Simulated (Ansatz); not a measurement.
The calculation's input:

```
crystal:
  periodic: [false, false, false]
  atoms:
    - {symbol: B, position_ang: [-0.842528, 0.093530, -0.014127]}
    - {symbol: B, position_ang: [0.842532, -0.093507, 0.014024]}
    - {symbol: P, position_ang: [-0.169408, -1.578456, -0.346992]}
    - {symbol: P, position_ang: [0.169404, 1.578434, 0.347095]}
basis:
  gaussian: {orbitals: def2-TZVP, initial_orbitals: start.molden}
magnetization: {spin_polarized: true, initial_magnetization: 2}
hamiltonian: {xc: pbe0, dispersion: d4}
scf: {omitted_lower_state_checks: [starts]}
output: {orbitals: {seedname: orbitals}}
```

Run with:

```sh
ansatz run in.yaml --threads 4 --pin off --events-out ev --progress --plain --max-ram 3916MiB
```

Geometry: PBE0-D4/def2-TZVP.

All numbers below come from Ansatz, UKS PBE0-D4/def2-TZVP.

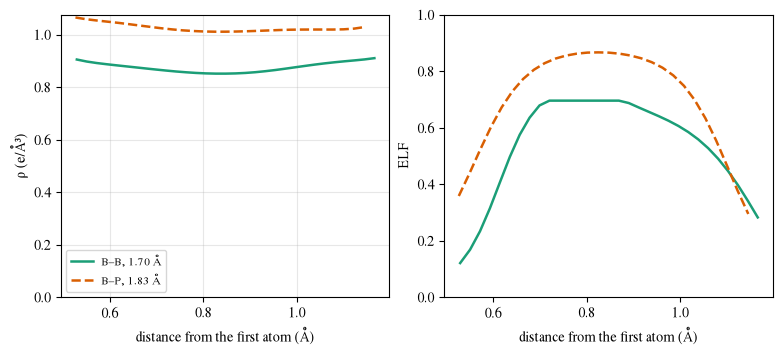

B₂P₂ (triplet). Total electron density and ELF along straight lines between neighbouring atoms. The curves leave out the atomic cores.

Question: Compare the contacts.

Answer: B–B (1.70 Å): the density is about 0.85 e/Å³ at the midpoint; the ELF peaks at about 0.70 between the atoms.
B–P (1.83 Å): ρ is about 1 e/Å³ halfway; the ELF peaks at about 0.85 between the atoms, as expected for localised, covalent bonding.
